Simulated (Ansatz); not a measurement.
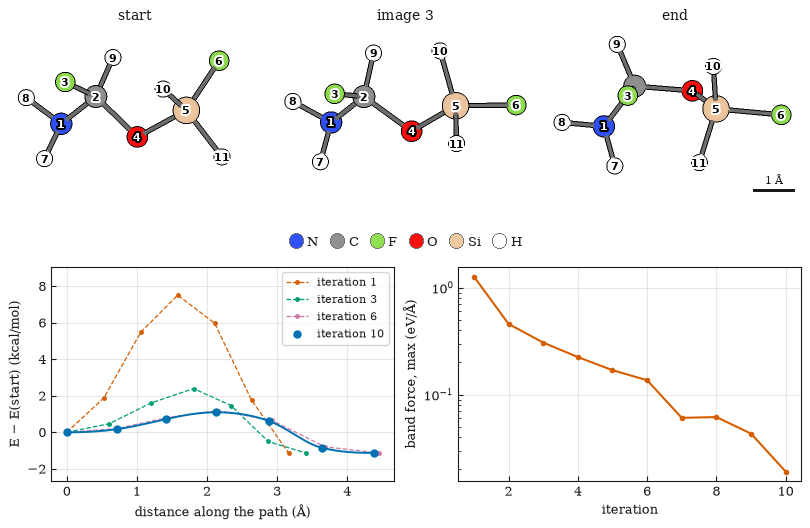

A search for the minimum-energy path of CH5F2NOSi by the nudged elastic band. Images are numbered from 0 (start) to 6 (end). The plot follows the band through its iterations. The picture is a ball-and-stick view, seen at a tilt.

All numbers below come from RKS PBE-D4/STO-3G (Ansatz).

Input file:
```yaml
crystal:
  periodic: [false, false, false]
  atoms:
    - { symbol: "N", position_ang: [-0.231385, -2.011483, 0.734557] }
    - { symbol: C, position_ang: [-0.103982, -0.487645, 0.616208] }
    - { symbol: F, position_ang: [0.994743, 0.046779, 1.34977] }
    - { symbol: O, position_ang: [0.064505, -0.242621, -0.813096] }
    - { symbol: Si, position_ang: [0.014386, 1.455915, -1.184236] }
    - { symbol: F, position_ang: [-1.484846, 2.039609, -0.811517] }
    - { symbol: H, position_ang: [0.715102, -2.361984, 0.370178] }
    - { symbol: H, position_ang: [-0.129758, -2.182347, 1.789268] }
    - { symbol: H, position_ang: [-1.065853, -0.051205, 1.047161] }
    - { symbol: H, position_ang: [1.022192, 2.237022, -0.455222] }
    - { symbol: H, position_ang: [0.270196, 1.500861, -2.622571] }
basis:
  gaussian: { orbitals: STO-3G }
hamiltonian:
  xc: pbe
  dispersion: d4
neb:
  order_check: false
  images: 5
  f_tol: 0.03
  max_iterations: 60
  initial_path: idpp
  final_atoms:
    - { symbol: "N", position_ang: [-0.22217222, -1.91684217, 0.64724869] }
    - { symbol: C, position_ang: [-0.26898, -0.41880132, 0.85564609] }
    - { symbol: F, position_ang: [1.0301092, 0.24794807, 0.64408601] }
    - { symbol: O, position_ang: [-1.1099685, 0.22801072, -0.10320498] }
    - { symbol: Si, position_ang: [0.00410693, 1.32115953, -0.9635776] }
    - { symbol: F, position_ang: [-1.09873697, 1.92033504, -2.04235459] }
    - { symbol: H, position_ang: [0.2390868, -2.06685344, -0.30489334] }
    - { symbol: H, position_ang: [0.50531979, -2.28174768, 1.33960922] }
    - { symbol: H, position_ang: [-0.5715658, -0.25824761, 1.93971005] }
    - { symbol: H, position_ang: [0.505231, 2.48327122, -0.21660356] }
    - { symbol: H, position_ang: [1.05286977, 0.68466864, -1.77516598] }
```

Run as
```bash
ansatz run input.yaml --threads 1 --pin off --max-ram 2048MiB --backend cpu --events-out ev --progress --plain --runs-dir out
```

> Judge this run.

The result is final at these settings. The band converged in 10 iterations. The largest component of the band force went from 1.3 to 0.019 eV/Å. The climbing image converged on the top of the path. Its vibrational analysis gives one imaginary mode (49i cm⁻¹), as a transition state must have. The first iteration put the highest image at 7.51 kcal/mol. Forward barrier 1.10 kcal/mol, backward barrier 2.23 kcal/mol, with image 3 at the top; the reaction energy is −1.13 kcal/mol.

Limits of the set-up: STO-3G is a minimal basis, so the numbers are rough.
